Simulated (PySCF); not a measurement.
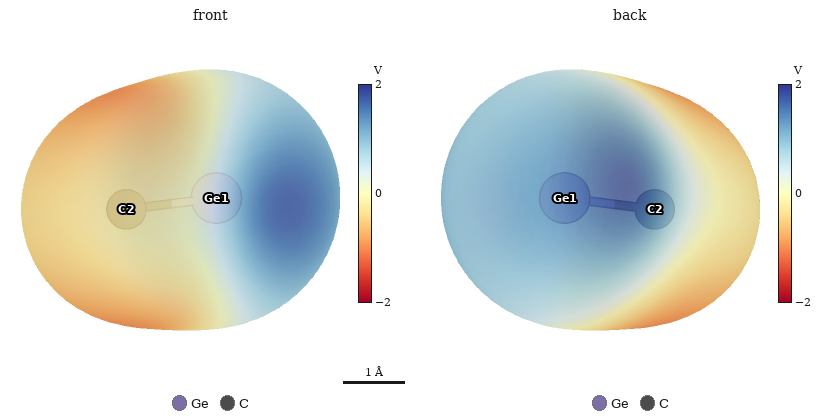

Figure. GeC (triplet). The electrostatic potential painted on the density surface at 0.002 e/bohr³, seen from the front and from behind; red is negative and blue positive.

⟨S²⟩ = 2.06, above the pure value of 2.00.

All numbers below come from PBE0/cc-pVTZ(-PP), non-relativistic Hamiltonian with scalar-relativistic core potentials where named, at a bond length of 1.796 Å (PySCF 2.14.0).

```xyz
2

Ge    0.0000    0.0000   -0.2508
C     0.0000    0.0000    1.5452
```

Question: Which sites attract a positive test charge, and which a negative one?

Answer: A positive charge is drawn to the negative regions and a negative charge to the positive ones. The most negative region (about −1.0 V) lies over C2, the most positive (about +1.8 V) over Ge1.
